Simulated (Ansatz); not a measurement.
# Ligand exchange: Cd(CH3)F + H2S → Cd(CH3)(SH) + HF

Species: Cd(CH3)F, singlet; H2S (hydrogen sulfide) `S`, singlet; Cd(CH3)(SH), singlet; HF (hydrogen fluoride), singlet. The partners trade F for SH: Cd–F and H–SH bonds give way to Cd–SH and H–F.

Shapes, held fixed at every level: PBE0-D4/def2-TZVP. Programs: Ansatz 0.2.0. Electronic energies: no zero-point or thermal term.

| level | kind | ΔE (kJ/mol) | less CCSD(T)/def2-TZVPP | CPU time (sum over the molecules) |
| --- | --- | --- | --- | --- |
| SPW92/def2-TZVPP | LDA | -42.1 | +0.4 | 6.5 s |
| r2SCAN-D4/def2-TZVPP | meta-GGA | -32.9 | +9.6 | 26 s |
| B3LYP-D4/def2-TZVPP | global hybrid | -32.0 | +10.5 | 22 s |
| r2SCAN0-D4/def2-TZVPP | global hybrid | -42.7 | -0.2 | 21 s |
| CCSD(T)/def2-SVP | coupled cluster or CI | -31.8 | +10.7 | 28 s |
| CCSD/def2-TZVPP | coupled cluster or CI | -40.9 | +1.6 | – |
| CCSD(T)/def2-TZVPP | coupled cluster or CI | -42.5 | 0.0 | 6.7 min |

The highest level, CCSD(T)/def2-TZVPP, gives ΔE = -42.5 kJ/mol; the levels span -42.7 to -31.8. The column of differences is taken from that level and isn't an error. No measured value is set beside it here. For atoms past krypton def2 sets carry core potentials with scalar relativity. Outer-core shells of Cd are correlated, in sets that cover them unevenly. Times are processor times on shared x86 and Arm servers, and rough.

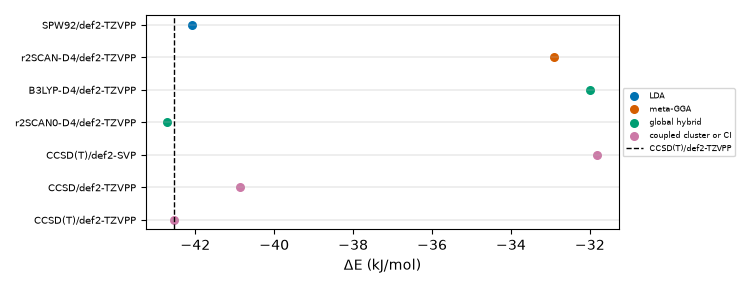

The values of the table, level by level.
